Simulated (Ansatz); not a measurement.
# Calculations on Si₈PO₁₅ and related structures

**1. Relaxation**

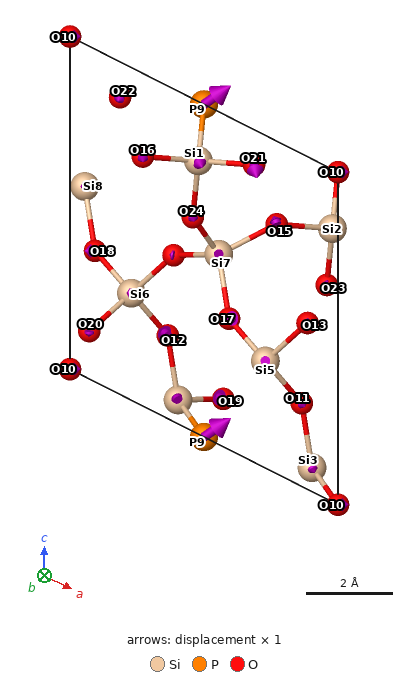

This is a relaxation of a defect cell of composition Si₈PO₁₅. The starting structure is drawn; purple arrows show the displacements, at their true length.

Style: ball-and-stick. Shown: the cell of the calculation, reduced to other axes (origin shifted), along the b axis. Lengths and directions refer to the drawn axes.

All numbers below come from DFT, PBE, plane-wave PAW, default files, scalar-relativistic (Ansatz 0.2.0).

Input file:
```yaml
crystal:
  lattice:
    - [0.0, 4.982, 6.963]
    - [4.982, 0.0, 6.963]
    - [4.982, 4.982, 0.0]
  atoms:
    - { symbol: Si, position: [0.0, 0.0, 0.29897] }
    - { symbol: Si, position: [0.5, 0.5, 0.79897] }
    - { symbol: Si, position: [0.42397, 0.82603, 0.375] }
    - { symbol: Si, position: [0.92397, 0.32603, 0.875] }
    - { symbol: Si, position: [0.25, 0.25, 0.45103] }
    - { symbol: Si, position: [0.75, 0.75, 0.95103] }
    - { symbol: Si, position: [0.07603, 0.67397, 0.125] }
    - { symbol: Si, position: [0.57603, 0.17397, 0.625] }
    - { symbol: P, position: [0.020855, 0.157275, 0.082615], spin: 1.0 }
    - { symbol: O, position: [0.520855, 0.657275, 0.582615] }
    - { symbol: O, position: [0.385745, 0.042385, 0.354145] }
    - { symbol: O, position: [0.885745, 0.542385, 0.854145] }
    - { symbol: O, position: [0.407275, 0.270855, 0.489255] }
    - { symbol: O, position: [0.907275, 0.770855, 0.989255] }
    - { symbol: O, position: [0.292385, 0.635745, 0.967725] }
    - { symbol: O, position: [0.792385, 0.135745, 0.467725] }
    - { symbol: O, position: [0.114255, 0.457615, 0.282275] }
    - { symbol: O, position: [0.614255, 0.957615, 0.782275] }
    - { symbol: O, position: [0.092725, 0.229145, 0.667385] }
    - { symbol: O, position: [0.592725, 0.729145, 0.167385] }
    - { symbol: O, position: [0.207615, 0.864255, 0.395855] }
    - { symbol: O, position: [0.707615, 0.364255, 0.895855] }
    - { symbol: O, position: [0.479145, 0.342725, 0.760745] }
    - { symbol: O, position: [0.979145, 0.842725, 0.260745] }
magnetization:
  spin_polarized: true
kpoints:
  mp_grid: { grid: [3, 3, 3] }
scf:
  occupations: { method: fermi_dirac, width: 0.01 }
hamiltonian:
  xc: pbe
  pseudopotentials: { kind: paw }
output:
  forces: true
  stress: true
  populations: true
  efg: { quadrupole_moments_barn: { O: -0.02558 }, contact_densities: true }
relax:
  f_tol: 0.03
  max_steps: 40
```

Launched with:
```bash
ansatz run input.yaml --threads 1 --pin off --max-ram 3072MiB --backend cpu --events-out ev --progress --plain --runs-dir out
```

> Atoms of which element are displaced furthest, and by how much?

Phosphorus: up to 0.83 Å, against 0.42 Å for oxygen.

> Describe the change and its energy.

The energy falls by 12.356 eV per cell of the calculation in 7 accepted moves (8 points after the start). Largest force component: 25 eV/Å at the start, 0.015 eV/Å at the end. 1 step only repeated the SCF at the same geometry. The largest move is that of P9, 0.83 Å along [1 0 1]. Largest moves by element: P 0.83 Å, O 0.42 Å, Si 0.26 Å. The cell stays as it was. Some distances before and after: Si1–P9 1.604 → 2.201 Å, Si4–P9 1.609 → 2.176 Å, Si1–Si4 3.078 → 3.531 Å, Si1–O21 1.609 → 1.660 Å. Bond angles that change, for instance: Si1–P9–Si4 146.6° → 107.5°, Si2–O22–Si4 146.6° → 129.4°, Si1–O21–Si3 146.6° → 131.0°. The run took 11 min on 1 thread of Arm Neoverse V2 (shared host), peak memory 1.2 GiB.

Limits of the set-up: the periodic images lie only 7.0 Å apart, so the values are limited by the cell's size.

**2. Relaxation**

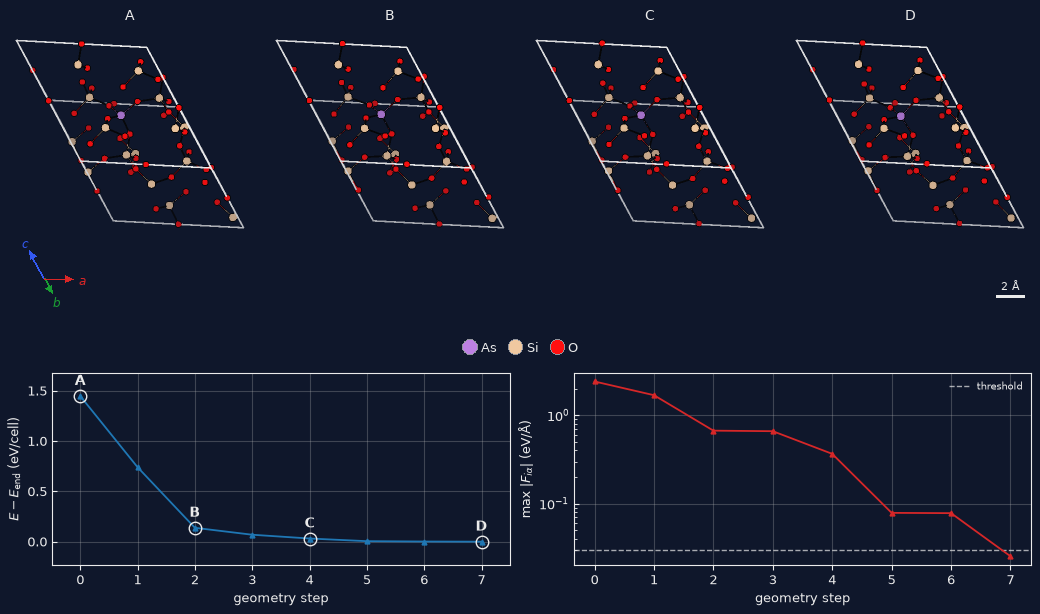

Frames of a relaxation of a defect cell of composition Si$_{15}$AsO$_{32}$ (cell charge +1), marked on the history of the run. The picture is a ball-and-stick view of the cell of the calculation (origin shifted), seen from a free direction.

The calculation used Ansatz, DFT, PBE, plane-wave PAW, default files, scalar-relativistic.

Input
```yaml
crystal:
  lattice:
    - [-4.982, 4.982, 6.963]
    - [4.982, -4.982, 6.963]
    - [4.982, 4.982, -6.963]
  atoms:
    - { symbol: As, position: [0.149485, 0.149485, 0.29897] }
    - { symbol: Si, position: [0.649485, 0.649485, 0.29897] }
    - { symbol: Si, position: [0.649485, 0.149485, 0.79897] }
    - { symbol: Si, position: [0.149485, 0.649485, 0.79897] }
    - { symbol: Si, position: [0.524485, 0.225515, 0.5] }
    - { symbol: Si, position: [0.024485, 0.725515, 0.5] }
    - { symbol: Si, position: [0.024485, 0.225515, 0.0] }
    - { symbol: Si, position: [0.524485, 0.725515, 0.0] }
    - { symbol: Si, position: [0.600515, 0.600515, 0.70103] }
    - { symbol: Si, position: [0.100515, 0.100515, 0.70103] }
    - { symbol: Si, position: [0.100515, 0.600515, 0.20103] }
    - { symbol: Si, position: [0.600515, 0.100515, 0.20103] }
    - { symbol: Si, position: [0.475515, 0.774485, 0.5] }
    - { symbol: Si, position: [0.975515, 0.274485, 0.5] }
    - { symbol: Si, position: [0.975515, 0.774485, 0.0] }
    - { symbol: Si, position: [0.475515, 0.274485, 0.0] }
    - { symbol: O, position: [0.1408, 0.20901, 0.17168] }
    - { symbol: O, position: [0.6408, 0.70901, 0.17168] }
    - { symbol: O, position: [0.6408, 0.20901, 0.67168] }
    - { symbol: O, position: [0.1408, 0.70901, 0.67168] }
    - { symbol: O, position: [0.58401, 0.41233, 0.56821] }
    - { symbol: O, position: [0.08401, 0.91233, 0.56821] }
    - { symbol: O, position: [0.08401, 0.41233, 0.06821] }
    - { symbol: O, position: [0.58401, 0.91233, 0.06821] }
    - { symbol: O, position: [0.78733, 0.71912, 0.82832] }
    - { symbol: O, position: [0.28733, 0.21912, 0.82832] }
    - { symbol: O, position: [0.28733, 0.71912, 0.32832] }
    - { symbol: O, position: [0.78733, 0.21912, 0.32832] }
    - { symbol: O, position: [0.59412, 0.7658, 0.43179] }
    - { symbol: O, position: [0.09412, 0.2658, 0.43179] }
    - { symbol: O, position: [0.09412, 0.7658, 0.93179] }
    - { symbol: O, position: [0.59412, 0.2658, 0.93179] }
    - { symbol: O, position: [0.4842, 0.65588, 0.56821] }
    - { symbol: O, position: [0.9842, 0.15588, 0.56821] }
    - { symbol: O, position: [0.9842, 0.65588, 0.06821] }
    - { symbol: O, position: [0.4842, 0.15588, 0.06821] }
    - { symbol: O, position: [0.54099, 0.6092, 0.82832] }
    - { symbol: O, position: [0.04099, 0.1092, 0.82832] }
    - { symbol: O, position: [0.04099, 0.6092, 0.32832] }
    - { symbol: O, position: [0.54099, 0.1092, 0.32832] }
    - { symbol: O, position: [0.33767, 0.16599, 0.43179] }
    - { symbol: O, position: [0.83767, 0.66599, 0.43179] }
    - { symbol: O, position: [0.83767, 0.16599, 0.93179] }
    - { symbol: O, position: [0.33767, 0.66599, 0.93179] }
    - { symbol: O, position: [0.53088, 0.46267, 0.17168] }
    - { symbol: O, position: [0.03088, 0.96267, 0.17168] }
    - { symbol: O, position: [0.03088, 0.46267, 0.67168] }
    - { symbol: O, position: [0.53088, 0.96267, 0.67168] }
total_charge: 1
kpoints:
  mp_grid: { grid: [3, 3, 3] }
scf:
  occupations: { method: fermi_dirac, width: 0.01 }
hamiltonian:
  xc: pbe
  pseudopotentials: { kind: paw }
output:
  forces: true
  stress: true
  populations: true
  efg:
    quadrupole_moments_barn: { As: 0.311, O: -0.02558 }
    contact_densities: true
relax:
  f_tol: 0.03
  max_steps: 40
```

Command:
```bash
ansatz run input.yaml --threads 1 --pin off --max-ram 3072MiB --backend cpu --events-out ev --progress --plain --runs-dir out
```

Describe the path.

Answer. Over 7 geometry steps the energy falls by 1.448 eV per cell of the calculation. The largest force component goes from 2.4 to 0.025 eV/Å. The largest moves, 0.28 Å, are those of O17 and O46. O17 goes roughly along [2 −1 −1]. By element the largest moves are O 0.28 Å, Si 0.14 Å, As 0.07 Å. The cell doesn't change. Near-neighbour distances that change, for instance: As1–O17 1.604 → 1.698 Å, As1–O30 1.609 → 1.701 Å, Si14–O30 1.604 → 1.694 Å, Si15–O46 1.609 → 1.693 Å. Among the angles between lasting bonds that change: As1–O41–Si5 146.6° → 134.2°, Si12–O36–Si16 146.6° → 140.4°, Si4–O31–Si15 146.6° → 141.7°. From step 0 to 2: O atoms move most (0.15 Å), energy −1.310 eV per cell of the calculation. From step 2 to 4: O atoms move most (0.10 Å), energy −0.106 eV per cell of the calculation. From step 4 to 7: O atoms move most (0.13 Å), energy −31.4 meV per cell of the calculation.

Limits of the set-up: the cell is charged, on a uniform background, and energies carry no finite-size correction.

**3. Defect**

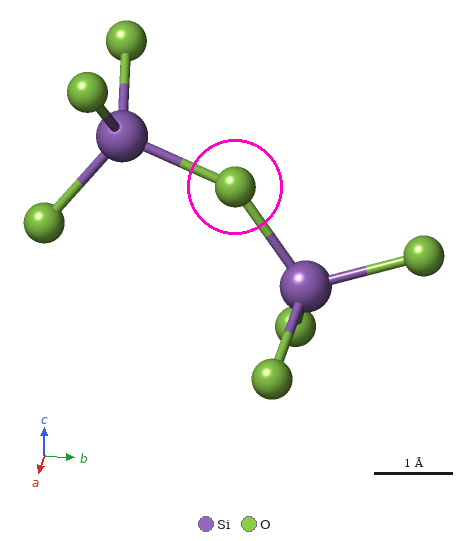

Perfect SiO₂. The picture is a ball-and-stick view of the atoms within 3.3 Å of one point, seen from a free direction.

The calculation used DFT, PBE, plane-wave PAW, default files, scalar-relativistic in Ansatz 0.2.0. Set-up: plane-wave cutoff 420 eV; k-point mesh 3 × 3 × 3; occupations fermi dirac; smearing width 0.01 eV; collinear spin. The axes drawn are those of the host's conventional cell.

An oxygen atom is replaced by phosphorus at the ringed place, in charge state 0. The supercell has 24 sites, and the atoms are relaxed at the host's cell.

Q: How do the neighbours respond?

A: In the host the O atom has 2 Si at 1.60 to 1.61 Å; the P atom ends with 2 Si at 2.18 to 2.20 Å. Of the host's atoms, an oxygen atom moves furthest from its site, by 0.46 Å. The P atom itself moves 0.89 Å from where it was put. The cell's net moment is 1.00 μB. Relaxing the atoms from the host's sites lowers the energy by 12.36 eV.

The relaxed defect, seen from the same direction:

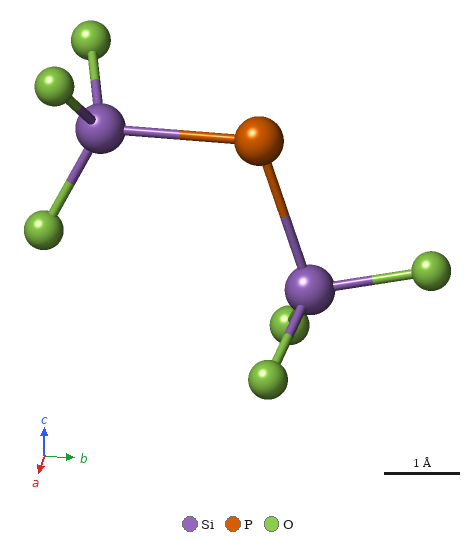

Limits of the set-up: the periodic images lie only 7.0 Å apart, so the values are limited by the cell's size.

**4. Defect**

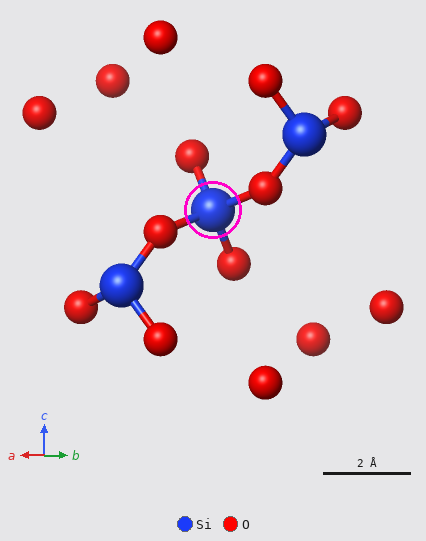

Perfect SiO2. The picture is a ball-and-stick view of the atoms within 4.6 Å of one point, in a slice 4.2 Å thick across the line of sight, seen along [110].

Method: Ansatz, DFT, PBE, plane-wave PAW, default files, scalar-relativistic. Settings: plane-wave cutoff 420 eV; k-point mesh 3 × 3 × 3; occupations fermi dirac; smearing width 0.01 eV; no spin polarisation. A uniform background neutralises the charged cell. The axes drawn are those of the host's conventional cell.

A silicon atom is replaced by arsenic at the ringed place, in charge state +1. The supercell has 48 sites, and the atoms are relaxed at the host's cell.

Q: Predict the relaxed surroundings of the defect.

A: In the host the Si atom has 4 O at 1.60 to 1.61 Å; the As atom ends with 4 O at 1.70 Å. Of the host's atoms, an oxygen atom moves furthest from its site, by 0.28 Å. The As atom itself moves 0.09 Å from where it was put. Relaxing the atoms from the host's sites lowers the energy by 1.45 eV.

The relaxed defect, seen from the same direction:

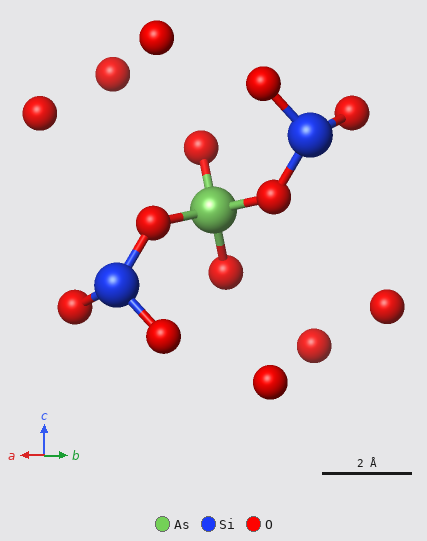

Limits of the set-up: the cell is charged, on a uniform background, and energies carry no finite-size correction.
